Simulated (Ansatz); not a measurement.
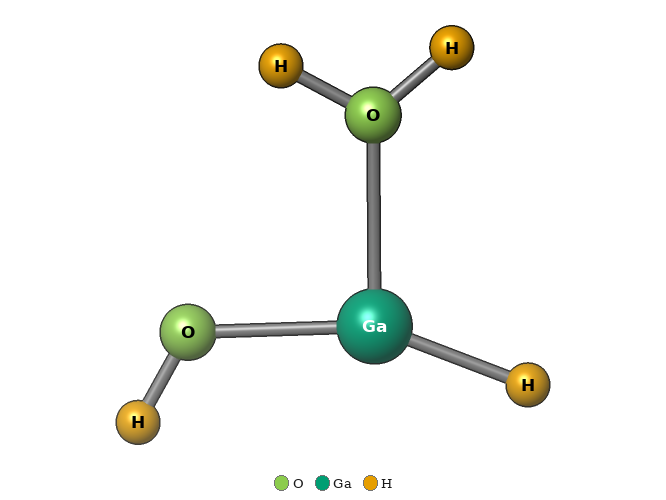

All atoms lie in one plane, which faces the viewer. State: charge +1, singlet. The geometry was computed by an optimisation with PBE0-D4/def2-TZVP. No frequency run is at hand to confirm it as a minimum.

Q: List the symmetry elements and name the point group.

A: It has 1 mirror plane, so the point group is Cs. The group has 2 operations. The geometry is achiral, and symmetry allows a dipole moment.
